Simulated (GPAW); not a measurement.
## CaC2 (I4/mmm): G0W0 on several meshes in GPAW

How does the mesh move the gap of CaC2 (I4/mmm)?

Method: LDA and many-body steps on it, plane waves, in GPAW 26.7.0.

### 1. The structure

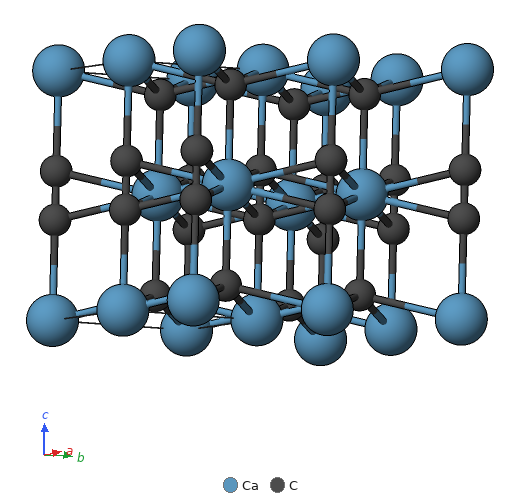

Start, viewed from a free direction; calcium blue, carbon dark grey. 2×2×1 cells are drawn. This picture shows the conventional cell, with its axes. Some periodic images of atoms are drawn too.

Structure file:

```cif
data_structure
_symmetry_space_group_name_H-M 'P 1'
_symmetry_Int_Tables_number 1
_cell_length_a 4.2115
_cell_length_b 4.2115
_cell_length_c 4.2115
_cell_angle_alpha 125.317
_cell_angle_beta 125.317
_cell_angle_gamma 81.013
_cell_volume 47.92
loop_
_atom_site_label
_atom_site_type_symbol
_atom_site_fract_x
_atom_site_fract_y
_atom_site_fract_z
_atom_site_occupancy
Ca1 Ca 0.00000 0.00000 0.00000 1
C2 C 0.59789 0.59789 0.00000 1
C3 C 0.40211 0.40211 0.00000 1
```

The cell and positions are those that the Materials Project relaxed with its own functionals (PBE, PBE+U or r2SCAN), kept fixed.

### 2. Empty states on the mesh, 4×4×4 mesh, 317 bands

This step: GPAW 26.7.0; DFT, LDA, plane waves, PAW.

The sums over transitions need many empty states on a uniform mesh; this step solves for them.

Input file run.py:

```python
import json
import numpy as np
from gpaw.mpi import world
from gpaw import GPAW

calc = GPAW('gs.gpw').fixed_density(kpts={'size': (4, 4, 4), 'gamma': True},
    parallel={'domain': 1, 'band': 1},
    txt='nscf.txt')
calc.diagonalize_full_hamiltonian(nbands=317)
calc.write('full.gpw', mode='all')
res = {}
kpts = calc.get_ibz_k_points()
res['kpts'] = kpts
res['eigenvalues'] = [calc.get_eigenvalues(kpt=k) for k in range(len(kpts))]
res['n_electrons'] = calc.get_number_of_electrons()

if world.rank == 0:
    with open('result.json', 'w') as f:
        json.dump(res, f, default=lambda x: x.tolist())
```

The run is started by

```
$ mpirun -n 4 gpaw python run.py
```

Numbers of over 12 decimals in the logs are rounded to 6 here.

What it wrote:

```text
Diagonalizing LCAO Hamiltonian
Converting LCAO to pw mode
convergence criteria:
- Maximum integral of absolute [eigenst]ate change: 4e-08 eV^2 / valence electron
maximum number of iterations: 100

SCF iterations
|iter     |     time |      energy | eigst |  dens |
|iter:   1|  |             | +1.55 |       |
|iter:   2|  |             | +0.60 |       |
|iter:   3|  |             | +0.03 |       |
[...]
|iter:  28|  |             | -6.93 |       |
|iter:  29|  |             | -7.16 |       |
|iter:  30|  |             | -7.43c|       |
SCF steps: 30
  __  _  _
 | _ |_)|_||  |
 |__||  | ||/\| - 26.7.0

Input parameters:
  mode=PW(ecut=600.0),
  convergence={'density': 1e-06, 'bands': -3},
  gpts=array([24, 24, 24]),
  kpts=MonkhorstPack(size=(4, 4, 4), gamma=True),
  maxiter=100,
  nbands=16,
  occupations=Occupations(name='fermi-dirac', width=0.001, fixmagmom=False),
  parallel={'domain': 1, 'band': 1},
  xc=XC(name='LDA')
Matrix size: 1621x1621
# Writing to full.gpw (mode='all')
  [... matrices ...]

timing:  # [seconds]
  Total: 23.290  # ━━━━━━━━━━━━━━━━━━━━━━━━━━━━━━━━━━━━━━━━━━━━━━━━━━━━━━━━━━
```

It took 31 s on 4 MPI ranks of Arm Neoverse V1, shared host; peak memory 1.5 GiB; 2 min of CPU time.

Numbers from this step:

| Quantity | Value |
| --- | --- |
| gap | 1.189 eV |
| k of the valence top | 0.5, 0.5, 0.5 |
| k of the conduction bottom | 0.5, 0.5, 0 |
| least direct gap | 2.249 eV |
| k points computed | 13 |
| lowest point of the top converged band, above the valence top | 184.0819 eV |

On this mesh the gap is 1.189 eV.

### 3. 4×4×4

G0W0 replaces the xc potential by the self-energy, built once from these orbitals. Only a window of levels is corrected, while the sums run over the empty bands that the input names.

This step: G0W0 on LDA, plane waves, PAW.

Input file run.py:

```python
import json
import numpy as np
from gpaw.mpi import world
from gpaw.response.g0w0 import G0W0

gw = G0W0('full.gpw',
    filename='gw',
    kpts=[0, 10, 12],
    bands=(7, 11),
    ecut=60,
    nbands=50,
    integrate_gamma='WS',
    ppa=True)
gw.calculate()
res = {mode: {k: v for k, v in r.items() if k != 'sigma_eskwn'}
       for mode, r in gw.all_results.items()}

if world.rank == 0:
    with open('result.json', 'w') as f:
        json.dump(res, f, default=lambda x: x.tolist())
```

The run is started by

```
$ mpirun -n 4 gpaw python run.py
```

What it wrote:

```text
Using integrator: PointIntegrator
FrequencyGridDescriptor(from 0.000+0.000j to 0.000+27.211j eV, 2 points)
Nonperiodic BCs:  [False False False]
Using integrator: PointIntegrator
FrequencyGridDescriptor(from 0.000+0.000j to 0.000+27.211j eV, 2 points)
Nonperiodic BCs:  [False False False]
  ___  _ _ _
 |   || | | |
 | | || | | |
 |__ ||_____|
 |___|

BZ k-points: Symmetries present (total): 16

  [... matrices ...]
64 k-points: 4 x 4 x 4 Monkhorst-Pack grid + [1/8,1/8,1/8]
13 k-points in the irreducible part of the Brillouin zone
       k-points in crystal coordinates                weights
   0:     0.00000000    0.00000000    0.00000000          1/64
   1:     0.25000000   -0.25000000    0.00000000          4/64
   2:     0.25000000   -0.25000000    0.25000000          4/64
   3:     0.25000000    0.00000000    0.00000000          8/64
   4:     0.25000000    0.25000000   -0.25000000          2/64
   5:     0.25000000    0.25000000    0.25000000          2/64
   6:     0.50000000    0.00000000    0.25000000          8/64
   7:     0.50000000    0.00000000    0.50000000          4/64
   8:     0.50000000    0.25000000    0.25000000         16/64
   9:     0.50000000    0.25000000    0.50000000          8/64
          ...
  12:     0.50000000    0.50000000    0.50000000          1/64

Distributing spins, k-points and bands (1 x 3 x 4) over 4 processes
Number of blocks: 1

Quasi particle states:
k-points (IBZ indices): [0, 10, 12]
Band range: (7, 11)
  [... matrices ...]
Computational parameters:
Plane wave cut-off: 60 eV
Number of bands: 50
Coulomb cutoff: None
Broadening: 0.1 eV

fxc modes: GW
Kernel: RPA
Using Godby-Needs plasmon-pole approximation:
  Fitting energy: i*E0, E0 = 1.000 Hartree
Summing all q:

Calculating screened Coulomb potential
No Coulomb truncation
FrequencyGridDescriptor(from 0.000+0.000j to 0.000+27.211j eV, 2 points)
Removing empty qpoint cache files...

Calculating chi0 body with:
    Ground state adapter containing:
    Number of spins: 1
    Number of kpoints: 64
    Number of irreducible kpoints: 13
    Number of completely occupied states: 9
    Number of partially occupied states: 9
    Occupied states memory: 1.8984375 M / cpu

    Linear response parametrization:
    q_c: [0.0, 0.0, 0.0]
    Number of frequency points: 2
    Planewave cutoff: 60.0
    Number of bands: 50
    Number of planewaves: 61
    Broadening (eta): 1e-06
    comm.size: 4
    kncomm.size: 4
    blockcomm.size: 1

    Memory estimate of potentially large arrays:
        chi0_wGG: 0.113556 M / cpu
Integrating chi0 body.

Symmetries of q_c:
    Direct symmetries (Uq -> q): 16
    Indirect symmetries (TUq -> q): 0
In total 16 allowed symmetries.

  [... matrices ...]
13 groups of equivalent kpoints. 79.6875% reduction.

Integral kind: response function
Integrating chi0 head and wings.

Symmetries of q_c:
    Direct symmetries (Uq -> q): 16
    Indirect symmetries (TUq -> q): 0
In total 16 allowed symmetries.

  [... matrices ...]
13 groups of equivalent kpoints. 79.6875% reduction.

Integral kind: response function wings

Calculating chi0 body with:
    Ground state adapter containing:
    Number of spins: 1
    Number of kpoints: 64
    Number of irreducible kpoints: 13
    Number of completely occupied states: 9
    Number of partially occupied states: 9
    Occupied states memory: 1.8984375 M / cpu

    Linear response parametrization:
[... the further q-points ...]

Results:
f:      Occupation numbers
eps:     KS-eigenvalues [eV]
vxc:     KS vxc [eV]
exx:     Exact exchange [eV]
sigma:   Self-energies [eV]
dsigma:  Self-energy derivatives
Z:       Renormalization factors
qp:      QP-energies [eV]

k-point 0 (0): (0.000, 0.000, 0.000)                GW
band       f     eps     vxc     exx   sigma  dsigma       Z      qp
                                                                   GW
   7   1.000   1.950 -14.796 -17.375   2.075  -0.269   0.788   1.554
   8   1.000   1.950 -14.796 -17.375   2.076  -0.269   0.788   1.554
   9   0.000   6.061 -13.003  -7.155  -3.457  -0.223   0.818   8.016
  10   0.000   6.061 -13.003  -7.155  -3.457  -0.223   0.818   8.017

k-point 1 (10): (0.500, 0.500, 0.000)                GW
band       f     eps     vxc     exx   sigma  dsigma       Z      qp
                                                                   GW
   7   1.000   1.336 -14.344 -17.223   2.212  -0.271   0.787   0.811
   8   1.000   1.869 -14.951 -19.077   3.581  -0.301   0.769   1.450
[...]
k-point 2 (12): (0.500, 0.500, 0.500)                GW
band       f     eps     vxc     exx   sigma  dsigma       Z      qp
                                                                   GW
[...]
8   1.000   2.929 -15.880 -19.554   3.408  -0.284   0.779   2.722
   9   0.000   6.040 -11.676  -5.656  -3.804  -0.194   0.837   7.896
  10   0.000   8.677 -11.728  -6.265  -3.902  -0.196   0.836   9.983
```

Elapsed: 24 s, on 4 MPI ranks; peak memory 1.1 GiB.

This step gave:

```yaml
g0w0_gap_on_the_points_computed: 2.872 eV
least_direct_g0w0_gap_on_the_computed_points: 4.144 eV
z_at_the_valence_top: 0.7790
z_at_the_conduction_bottom: 0.8254
starting_gap_on_the_mesh: 1.189 eV
k_of_the_valence_top: 0.5, 0.5, 0.5
k_of_the_conduction_bottom: 0.5, 0.5, 0
```

The gap on the mesh goes from 1.19 eV to 2.87 eV, a correction of +1.68 eV.

### 4. Empty states on the mesh, 6×6×6 mesh, 60 bands

This step: DFT, LDA, plane waves, PAW.

Input file run.py:

```python
import json
import numpy as np
from gpaw.mpi import world
from gpaw import GPAW

calc = GPAW('gs.gpw').fixed_density(kpts={'size': (6, 6, 6), 'gamma': True},
    nbands=70,
    convergence={'bands': 60},
    txt='nscf.txt')
calc.write('full.gpw', mode='all')
res = {}
kpts = calc.get_ibz_k_points()
res['kpts'] = kpts
res['eigenvalues'] = [calc.get_eigenvalues(kpt=k) for k in range(len(kpts))]
res['n_electrons'] = calc.get_number_of_electrons()

if world.rank == 0:
    with open('result.json', 'w') as f:
        json.dump(res, f, default=lambda x: x.tolist())
```

The run is started by

```
$ mpirun -n 4 gpaw python run.py
```

What it wrote:

```text
Diagonalizing LCAO Hamiltonian
Converting LCAO to pw mode
convergence criteria:
- Maximum integral of absolute [eigenst]ate change: 4e-08 eV^2 / valence electron
maximum number of iterations: 100

SCF iterations
|iter     |     time |      energy | eigst |  dens |
|iter:   1|  |             | +4.08 |       |
|iter:   2|  |             | +2.73 |       |
|iter:   3|  |             | +1.36 |       |
[...]
|iter:  11|  |             | -6.77 |       |
|iter:  12|  |             | -7.23 |       |
|iter:  13|  |             | -7.68c|       |
SCF steps: 13
  __  _  _
 | _ |_)|_||  |
 |__||  | ||/\| - 26.7.0

Input parameters:
  mode=PW(ecut=600.0),
  convergence={'bands': 60},
  gpts=array([24, 24, 24]),
  kpts=MonkhorstPack(size=(6, 6, 6), gamma=True),
  maxiter=100,
  nbands=70,
  occupations=Occupations(name='fermi-dirac', width=0.001, fixmagmom=False),
  parallel={},
  xc=XC(name='LDA')
# Writing to full.gpw (mode='all')
  [... matrices ...]

timing:  # [seconds]
  Total: 0.054  # ━━━━━━━━━━━━━━━━━━━━━━━━━━━━━━━━━━━━━━━━━━━━━━━━━━━━━━━━━━━
```

It took 25 s on 4 MPI ranks; peak memory 0.72 GiB; 1.7 min of CPU time.

This step gave:

```
gap                                                           : 1.189 eV
k of the valence top                                          : 0.5, 0.5, 0.5
k of the conduction bottom                                    : 0.5, 0.5, 0
least direct gap                                              : 2.249 eV
k points computed                                             : 30
lowest point of the top converged band, above the valence top : 49.52 eV
```

On this mesh the gap is 1.189 eV.

### 5. 6×6×6

This step: G0W0 on LDA, plane waves, PAW.

Input file run.py:

```python
import json
import numpy as np
from gpaw.mpi import world
from gpaw.response.g0w0 import G0W0

gw = G0W0('full.gpw',
    filename='gw',
    kpts=[0, 26, 29],
    bands=(7, 11),
    ecut=60,
    nbands=50,
    integrate_gamma='WS',
    ppa=True)
gw.calculate()
res = {mode: {k: v for k, v in r.items() if k != 'sigma_eskwn'}
       for mode, r in gw.all_results.items()}

if world.rank == 0:
    with open('result.json', 'w') as f:
        json.dump(res, f, default=lambda x: x.tolist())
```

The run is started by

```
$ mpirun -n 4 gpaw python run.py
```

What it wrote:

```text
Using integrator: PointIntegrator
FrequencyGridDescriptor(from 0.000+0.000j to 0.000+27.211j eV, 2 points)
Nonperiodic BCs:  [False False False]
Using integrator: PointIntegrator
FrequencyGridDescriptor(from 0.000+0.000j to 0.000+27.211j eV, 2 points)
Nonperiodic BCs:  [False False False]
  ___  _ _ _
 |   || | | |
 | | || | | |
 |__ ||_____|
 |___|

BZ k-points: Symmetries present (total): 16

  [... matrices ...]
216 k-points: 6 x 6 x 6 Monkhorst-Pack grid + [1/12,1/12,1/12]
30 k-points in the irreducible part of the Brillouin zone
       k-points in crystal coordinates                weights
   0:     0.00000000    0.00000000    0.00000000          1/216
   1:     0.16666667   -0.16666667    0.00000000          4/216
   2:     0.16666667   -0.16666667    0.16666667          4/216
[...]
9:     0.33333333   -0.16666667    0.16666667          8/216
          ...
  29:     0.50000000    0.50000000    0.50000000          1/216

Distributing spins, k-points and bands (1 x 3 x 4) over 4 processes
Number of blocks: 1

Quasi particle states:
k-points (IBZ indices): [0, 26, 29]
Band range: (7, 11)
  [... matrices ...]
Computational parameters:
Plane wave cut-off: 60 eV
Number of bands: 50
Coulomb cutoff: None
Broadening: 0.1 eV

fxc modes: GW
Kernel: RPA
Using Godby-Needs plasmon-pole approximation:
  Fitting energy: i*E0, E0 = 1.000 Hartree
Summing all q:

Calculating screened Coulomb potential
No Coulomb truncation
FrequencyGridDescriptor(from 0.000+0.000j to 0.000+27.211j eV, 2 points)
Removing empty qpoint cache files...

Calculating chi0 body with:
    Ground state adapter containing:
    Number of spins: 1
    Number of kpoints: 216
    Number of irreducible kpoints: 30
    Number of completely occupied states: 9
[...]
comm.size: 4
    kncomm.size: 4
    blockcomm.size: 1

    Memory estimate of potentially large arrays:
        chi0_wGG: 0.113556 M / cpu
Integrating chi0 body.

Symmetries of q_c:
    Direct symmetries (Uq -> q): 16
    Indirect symmetries (TUq -> q): 0
In total 16 allowed symmetries.

  [... matrices ...]
30 groups of equivalent kpoints. 86.111111% reduction.

Integral kind: response function
Integrating chi0 head and wings.

Symmetries of q_c:
    Direct symmetries (Uq -> q): 16
    Indirect symmetries (TUq -> q): 0
In total 16 allowed symmetries.

  [... matrices ...]
30 groups of equivalent kpoints. 86.111111% reduction.

Integral kind: response function wings

Calculating chi0 body with:
    Ground state adapter containing:
    Number of spins: 1
    Number of kpoints: 216
    Number of irreducible kpoints: 30
    Number of completely occupied states: 9
    Number of partially occupied states: 9
[... the further q-points ...]

Results:
f:      Occupation numbers
eps:     KS-eigenvalues [eV]
vxc:     KS vxc [eV]
exx:     Exact exchange [eV]
sigma:   Self-energies [eV]
dsigma:  Self-energy derivatives
Z:       Renormalization factors
qp:      QP-energies [eV]

k-point 0 (0): (0.000, 0.000, 0.000)                GW
band       f     eps     vxc     exx   sigma  dsigma       Z      qp
                                                                   GW
   7   1.000   1.950 -14.796 -17.358   2.073  -0.269   0.788   1.565
   8   1.000   1.950 -14.796 -17.358   2.073  -0.269   0.788   1.565
   9   0.000   6.061 -13.003  -7.159  -3.457  -0.223   0.818   8.013
[...]
k-point 1 (26): (0.500, 0.500, 0.000)                GW
band       f     eps     vxc     exx   sigma  dsigma       Z      qp
                                                                   GW
[...]
k-point 2 (29): (0.500, 0.500, 0.500)                GW
band       f     eps     vxc     exx   sigma  dsigma       Z      qp
                                                                   GW
[...]
9   0.000   6.040 -11.676  -5.669  -3.795  -0.194   0.838   7.893
  10   0.000   8.677 -11.728  -6.271  -3.901  -0.197   0.835   9.977
```

It took 2 min on 4 MPI ranks; peak memory 1.5 GiB.

This step gave:

```yaml
g0w0_gap_on_the_points_computed: 2.862 eV
least_direct_g0w0_gap_on_the_computed_points: 4.138 eV
z_at_the_valence_top: 0.7789
z_at_the_conduction_bottom: 0.8254
starting_gap_on_the_mesh: 1.189 eV
k_of_the_valence_top: 0.5, 0.5, 0.5
k_of_the_conduction_bottom: 0.5, 0.5, 0
```

Against G0W0 in GPAW (4×4×4 mesh, 50 bands, screening to 60 eV, Godby-Needs plasmon pole), the gap moves by −0.010 eV.

### 6. Side by side

Times are wall times on 4 MPI ranks of Arm Neoverse V1, shared host, good to a factor of about two.

```tsv
run	mesh	bands	screening cutoff (eV)	DFT gap (eV)	gap on the mesh (eV)	direct (eV)	time
4×4×4	4×4×4	50	60	1.189	2.872	4.144	24 s
6×6×6	6×6×6	50	60	1.189	2.862	4.138	2 min
```

### 7. What came out

```yaml
4x4x4: 2.872 eV
6x6x6: 2.862 eV
known_limits: not at the basis limit; coarse k mesh
```

**Reading.** 6×6×6: −0.010 eV against 4×4×4. Bands and cutoff are finite, so the gap is not at the basis limit. The miss can reach some tenths of an eV and take either sign; the mesh is an error of its own. These stock PAW sets were not made for GW. In the G0W0 runs levels were corrected at 3 k points alone, so a gap called «on the mesh» is the least over those, and an edge elsewhere would be missed. The 4×4×4 mesh is coarse for this cell, which bears on the long-range parts of exchange and screening.

[Paths, hosts, dates, memory and timing lines, banners, echoed tables and standing remarks are left out of the program output.]

[Logs are printed without paths, hosts, clocks, repeated set-up lines and the standing remarks that a program may print on its own settings, such as how far it seeks lower states.]

[Runs of the session that timed out or met a known fault of the program may be left out.]

[Hosts, paths, dates, database ids (printed as entryN), source tags and the programs' standing remarks are cut or masked in the printed files.]
